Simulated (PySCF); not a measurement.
**InF (SMILES [F][In]): levels of theory compared**

Aim: a comparison of 6 runs (HF/STO-3G, HF/3-21G, M06-2X/def2-TZVPP, PBE0/def2-TZVPP, TPSS/def2-TZVPP, wB97M-V/def2-TZVPP) of InF. 

Program for the calculation: PySCF 2.14.0.

3 further runs of the same task are left out: 3 set aside as unsound or not needed.

## Step 1: The system as given

InF: 2 atoms, total charge 0, spin state singlet. SMILES: `[F][In]`. The F1–In2 distance was set to 2.592 Å, away from the relaxed value.

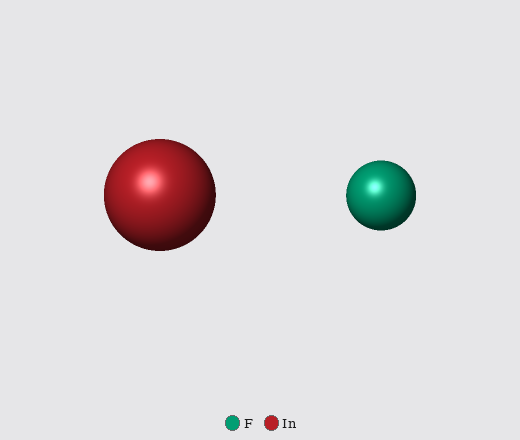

Viewed from a chosen angle; fluorine teal, indium red.

## Step 2: The energy at HF/STO-3G (run 1)

input.xyz reads:

```xyz
2

F      0.000000     0.000000    -0.582220
In     0.000000     0.000000     2.009580
```

input.py reads:

```python
from pyscf import gto, scf

molecule = gto.M(
    atom='input.xyz',
    charge=0,
    verbose=3,
    basis='sto-3g',
    max_memory=1860,
    spin=0,
)

hf = scf.RHF(molecule)
hf.conv_tol = 1e-10
hf.kernel()
if not hf.converged:
    hf = hf.newton().run(hf.mo_coeff, hf.mo_occ)

e_final = hf.e_tot
print('E(%s) = %.9f' % ('HF', e_final))
```

Started as:

```sh
$ OMP_NUM_THREADS=1 python input.py
```

Output:

```text
converged SCF energy = -5780.76180715246
E(HF) = -5780.761807152
```

Wall time 0.56 s (1 thread of Arm Neoverse V2, shared host); peak memory 0.12 GiB.

## Step 3: The energy at HF/3-21G (run 2)

geometry.xyz reads:

```xyz
2
FIn
F      0.000000     0.000000    -0.582220
In     0.000000     0.000000     2.009580
```

input.py reads:

```python
from pyscf import gto

mol = gto.M(
    atom='geometry.xyz',
    verbose=3,
    spin=0,
    basis='3-21g',
    max_memory=1860,
    charge=0,
)

hf = mol.RHF()
hf.conv_tol = 1e-10
hf.kernel()
if not hf.converged:
    hf = hf.newton().run(hf.mo_coeff, hf.mo_occ)

e_tot = hf.e_tot
print('Final energy', e_tot)
```

Started as:

```sh
$ OMP_NUM_THREADS=1 python input.py
```

Output:

```text
converged SCF energy = -5813.60763487823
Final energy -5813.607634878234
```

It took 0.64 s on 1 thread of Arm Neoverse V2, shared host; peak memory 0.12 GiB.

Runs 3 to 5 aren't shown in full; the table further down has their settings and results.

## Step 4: The energy at wB97M-V/def2-TZVPP (core potential) (run 6)

run.py reads:

```python
from pyscf import gto, dft

mol = gto.M(
    atom='''
F      0.000000     0.000000    -1.100236
In     0.000000     0.000000     3.797556
''',
    verbose=4,
    basis='def2-tzvpp',
    unit='bohr',
    ecp={'In': 'def2-svp'},
    charge=0,
    max_memory=1860,
)

calc0 = dft.RKS(mol)
calc0.xc = 'wb97m-v'
calc0.grids.level = 5
calc0.conv_tol = 1e-10
calc0.nlcgrids.level = 1
calc0.kernel()
if not calc0.converged:
    calc0 = calc0.newton().run(calc0.mo_coeff, calc0.mo_occ)

e_tot = calc0.e_tot
print('E = %.10f Eh' % e_tot)
```

Started as:

```sh
$ OMP_NUM_THREADS=1 python run.py
```

Output:

```text
PySCF version 2.14.0

[INPUT] num. atoms = 2
[INPUT] num. electrons = 30
[INPUT] charge = 0
[INPUT] spin (= nelec alpha-beta = 2S) = 0
[INPUT] symmetry False subgroup None
[INPUT] Mole.unit = bohr
[INPUT] Symbol           X                Y                Z      unit          X                Y                Z       unit  Magmom
[INPUT]  1 F      0.000000000000   0.000000000000  -0.582219817834 AA    0.000000000000   0.000000000000  -1.100236000000 Bohr   0.0
[INPUT]  2 In     0.000000000000   0.000000000000   2.009580092393 AA    0.000000000000   0.000000000000   3.797556000000 Bohr   0.0

nuclear repulsion = 38.5888171649592
number of shells = 27
number of NR pGTOs = 137
number of NR cGTOs = 81
basis = def2-tzvpp
ecp = {'In': 'def2-svp'}

[... 67 lines left out ...]
converged SCF energy = -289.961828055141
E = -289.9618280551 Eh
```

Run time: 23 s. Hardware: 1 thread of Arm Neoverse V2, shared host; peak memory 0.42 GiB.

## Step 5: All runs side by side

| run | level | core potential | integration grid | energy (Eh) | dipole moment (D) | HOMO energy (eV) | LUMO energy (eV) | wall time |
| --- | --- | --- | --- | --- | --- | --- | --- | --- |
| 1 | HF/STO-3G | – | – | -5780.761807 | 3.02 | -3.66 | 5.62 | 0.56 s |
| 2 | HF/3-21G | – | – | -5813.607635 | 5.66 | -8.94 | 0.24 | 0.64 s |
| 3 | M06-2X/def2-TZVPP (core potential) | def2-svp | 5 | -289.933745 | 7.68 | -8.61 | -1.71 | 11 s |
| 4 | PBE0/def2-TZVPP (core potential) | def2-svp | 5 | -289.942308 | 7.00 | -7.21 | -2.33 | 6 s |
| 5 | TPSS/def2-TZVPP (core potential) | def2-svp | 5 | -289.971453 | 6.48 | -5.67 | -2.82 | 12 s |
| 6 | wB97M-V/def2-TZVPP (core potential) | def2-svp | 5 | -289.961828 | 7.10 | -9.53 | -0.79 | 23 s |

## Step 6: Summary of results

| quantity | value |
| --- | --- |
| run 6: total energy | -289.96183 Eh |
| run 6: dipole moment | 7.10 D |
| run 6: HOMO energy | -9.53 eV |
| run 6: LUMO energy | -0.79 eV |
| run 6: HOMO–LUMO gap | 8.74 eV |

What this shows: The dipole moment (its size) runs from 3.02 D (HF/STO-3G) to 7.68 D (M06-2X/def2-TZVPP). The two ends differ in method and basis and core potential. The HOMO–LUMO gap runs from 2.85 eV (TPSS/def2-TZVPP) to 9.28 eV (HF/STO-3G). Totals of different functionals can't be ranked against each other. Some runs of one species differ in core potentials or relativity; totals across that change don't compare. In run 1 the basis is minimal, so the values are rough. In runs 1, 2 relativity is left out where basis or elements ask for it. All runs together took 53 s, the longest 23 s.
